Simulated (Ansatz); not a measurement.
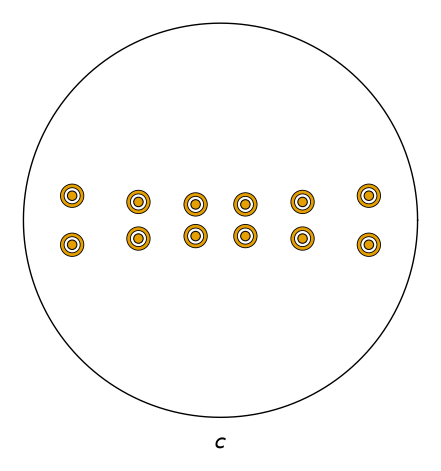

Stereographic projection: filled dots lie in the upper hemisphere, open rings in the lower. The b axis points at the viewer. The poles are all faces of one general form. Computed from the symmetry operations of a computed or model structure of composition RbGe5, which need not be its known form.

**Name the crystal class.**

6/mmm (D6h), order 24, hexagonal system: one sixfold axis, six twofold axes, seven mirror planes, an inversion centre.

**Which physical properties does it allow?**

It is centrosymmetric, so neither piezoelectric nor pyroelectric; it is not chiral.
